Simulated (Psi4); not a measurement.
# BCCD(T)/cc-pCVDZ (density fitting) run of [PH4]+ (phosphonium)

Aim: the vertical singlet–triplet gap of [PH4]+ (phosphonium) at BCCD(T)/cc-pCVDZ (density fitting), from 2 runs. 

The calculation is run with Psi4 1.11.

4 further runs of the same task are left out: 1 that didn't finish, 3 set aside as unsound or not needed.

## Step 1: The molecule

[PH4]+ has 5 atoms, charge +1, and is taken as a singlet. SMILES: `[PH4+]`. The shape is that of a GFN2-xTB optimisation.

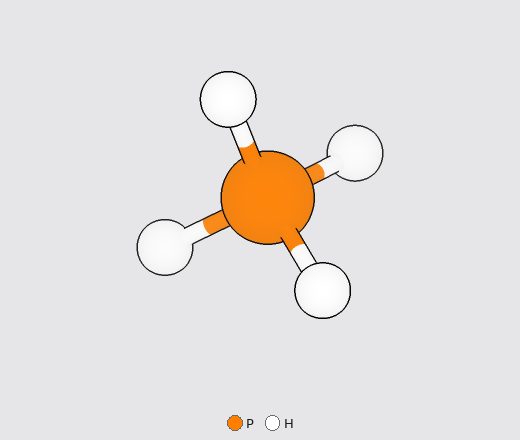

The structure, seen from a chosen angle (phosphorus orange, hydrogen white).

## Step 2: The energy at BCCD(T)/cc-pCVDZ (density fitting)

File calc.in:

```
memory 1600 MB

molecule mol {
  1 1
  P     -0.000020     0.000000     0.000050
  H      1.357460    -0.061330     0.210450
  H     -0.617320    -1.016050     0.691010
  H     -0.261860    -0.133750    -1.343340
  H     -0.478250     1.211140     0.441830
  units angstrom
}

set basis cc-pCVDZ
set scf_type df
set freeze_core true

e_tot = energy("bccd(t)")
```

On the command line:

```
$ psi4 -i calc.in -o calc.out -n 1
```

calc.out:

```text
[...]
  Running in c1 symmetry.
[...]
  Nuclear repulsion =   24.503795143253772
[...]
  Multiplicity = 1
[...]
  Nalpha       = 9
  Nbeta        = 9
[...]
    Number of basis functions: 47
[...]
   @DF-RHF iter   1:  -342.73861651484719    1.45698e-01   5.02148e-03 DIIS/ADIIS
[...]
   @DF-RHF iter   8:  -342.78569194258421   -1.40403e-11   6.68403e-09 DIIS
[...]
    Orbital Energies [Eh]
    ---------------------
    Doubly Occupied:
       1A    -80.276578     2A     -7.820459     3A     -5.715861
       4A     -5.715861     5A     -5.715860     6A     -1.186631
       7A     -0.842870     8A     -0.842850     9A     -0.842804
[...]
  @DF-RHF Final Energy:  -342.78569194258421
   => Energetics <=
    Nuclear Repulsion Energy =             24.5037951432537717
    One-Electron Energy =                -516.6594289996065754
    Two-Electron Energy =                 149.3699419137685993
    Total Energy =                       -342.7856919425842079
[...]
 Multipole Moments:
 ------------------------------------------------------------------------------------
     Multipole            Electronic (a.u.)      Nuclear  (a.u.)        Total (a.u.)
 ------------------------------------------------------------------------------------
 L = 1.  Multiply by 2.5417464519 to convert [e a0] to [Debye]
 Dipole X            :         -0.0001231            0.0000942           -0.0000290
 Dipole Y            :         -0.0000285            0.0000086           -0.0000200
 Dipole Z            :          0.0002014           -0.0002140           -0.0000126
 Magnitude           :                                                    0.0000374
[...]
      * MP2 total energy                      = -342.914781482917761
[...]
      * CCSD total energy                     = -342.944269800473876
[...]
      * CCSD total energy                     = -342.944196301186935
[...]
      * MP2 total energy                      = -342.916764598239354
[...]
      * CCSD total energy                     = -342.944195682827399
[...]
      * CCSD(T) total energy                  = -342.947368679881663
[...]
```

Wall time 5.7 s (1 thread of Intel Xeon Platinum 8375C at 2.90GHz (Ice Lake), shared host); peak memory 0.25 GiB.

## Step 3: The triplet

File h4p.dat:

```
memory 1600 mb

molecule molecule1 {
  1 3
  P     -0.00003779     0.00000000     0.00009449
  H      2.56522763    -0.11589690     0.39769286
  H     -1.16656573    -1.92005623     1.30581965
  H     -0.49484368    -0.25275087    -2.53854469
  H     -0.90376152     2.28872290     0.83493769
  units bohr
}

set {
  basis cc-pCVDZ
  reference uhf
  scf_type df
  freeze_core true
}

energy_value, wavefunction = energy('bccd(t)', return_wfn=True)
```

On the command line:

```
$ psi4 -i h4p.dat -o h4p.out -n 1
```

h4p.out:

```text
[...]
  Running in c1 symmetry.
[...]
  Nuclear repulsion =   24.503795148253730
[...]
  Multiplicity = 3
[...]
  Nalpha       = 10
  Nbeta        = 8
[...]
    Number of basis functions: 47
[...]
   @DF-UHF iter   1:  -342.30120261548313    5.83112e-01   5.68175e-03 ADIIS/DIIS
[...]
   @DF-UHF iter  31:  -342.40003379469420   -2.72848e-12   4.87235e-09 DIIS
[...]
   @S^2 Observed:                2.006049617E+00
[...]
    Orbital Energies [Eh]
    ---------------------
    Alpha Occupied:
       1A    -80.304749     2A     -7.851653     3A     -5.761303
       4A     -5.741558     5A     -5.741554     6A     -1.282999
       7A     -1.006816     8A     -0.866350     9A     -0.866239
      10A     -0.434599
    Alpha Virtual:
      11A     -0.101822    12A     -0.101813    13A     -0.090904
      14A      0.122212    15A      0.177508    16A      0.177546
      17A      0.255704    18A      0.255744    19A      0.326331
      20A      0.409380    21A      0.428197    22A      0.428220
      23A      0.547336    24A      0.819916    25A      0.908737
[...]
  @DF-UHF Final Energy:  -342.40003379469420
   => Energetics <=
    Nuclear Repulsion Energy =             24.5037951482537295
    One-Electron Energy =                -515.8047930983402694
    Two-Electron Energy =                 148.9009641553923302
    Total Energy =                       -342.4000337946941954
  UHF NO Occupations:
  HONO-2 :    8  A 1.9978605
  HONO-1 :    9  A 1.0000000
[...]
 Multipole Moments:
 ------------------------------------------------------------------------------------
     Multipole            Electronic (a.u.)      Nuclear  (a.u.)        Total (a.u.)
 ------------------------------------------------------------------------------------
 L = 1.  Multiply by 2.5417464519 to convert [e a0] to [Debye]
 Dipole X            :         -0.0253985            0.0000942           -0.0253043
 Dipole Y            :         -0.0129361            0.0000086           -0.0129275
 Dipole Z            :         -0.1325472           -0.0002140           -0.1327612
 Magnitude           :                                                    0.1357680
[...]
      * MP2 total energy                      = -342.520037633401444
[...]
      * CCSD total energy                     = -342.548771154144333
[...]
      * CCSD total energy                     = -342.548615168471486
[...]
      * MP2 total energy                      = -342.523109556060206
[...]
      * CCSD total energy                     = -342.548616292606084
[...]
      * CCSD(T) total energy                     = -342.552888842596076
[...]
```

It took 16 s on 1 thread of Intel Xeon Platinum 8375C at 2.90GHz (Ice Lake), shared host; peak memory 0.25 GiB.

## Step 4: What came out

At BCCD(T)/cc-pCVDZ (density fitting), 5 core orbitals frozen:

```
                                                           quantity          value
                                              singlet: total energy  -342.94737 Eh
                       singlet: HOMO energy (Hartree–Fock orbitals)      -22.93 eV
                       singlet: LUMO energy (Hartree–Fock orbitals)       -1.83 eV
                     singlet: HOMO–LUMO gap (Hartree–Fock orbitals)       21.10 eV
               singlet: correlation energy (5 core orbitals frozen)     -161.7 mEh
                                              triplet: total energy  -342.55289 Eh
triplet: HOMO energy (Hartree–Fock orbitals) (highest over α and β)      -11.83 eV
 triplet: LUMO energy (Hartree–Fock orbitals) (lowest over α and β)      -11.29 eV
               triplet: correlation energy (5 core orbitals frozen)     -152.9 mEh
                         triplet: ⟨S²⟩ of the reference determinant          2.006
                   vertical energy of the triplet above the singlet      10.734 eV
```

In words: At this shape the triplet lies 10.73 eV (1036 kJ/mol) above the singlet.
